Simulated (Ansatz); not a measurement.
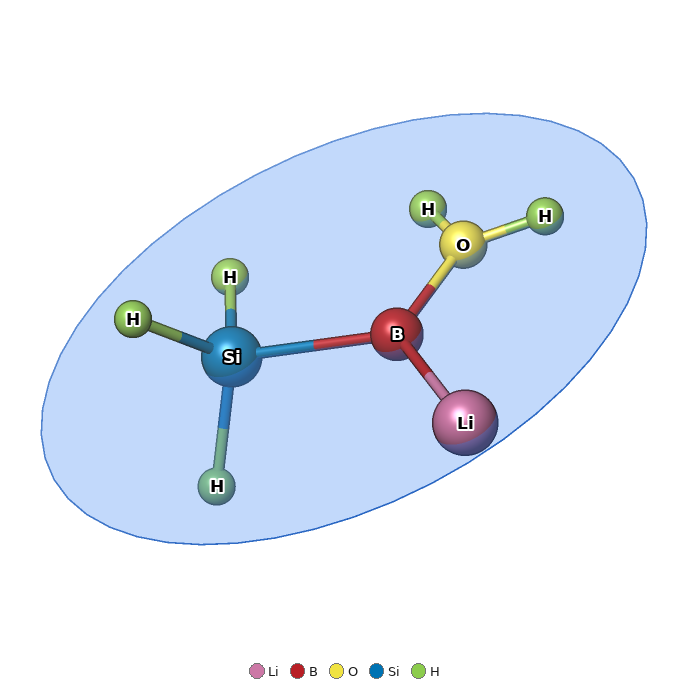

All proper rotation axes (lines) and mirror planes (discs) of the structure are drawn in. Atoms fade into the background with distance from the viewer. State: charge +1, singlet. The computed structure is the end point of a PBE0-D4/def2-TZVP optimisation. No frequency run is at hand to confirm it as a minimum.

### Name the symmetry elements and the point group.

It has 1 mirror plane. Point group Cs. The group has 2 operations. The geometry is achiral, and symmetry allows a dipole moment.
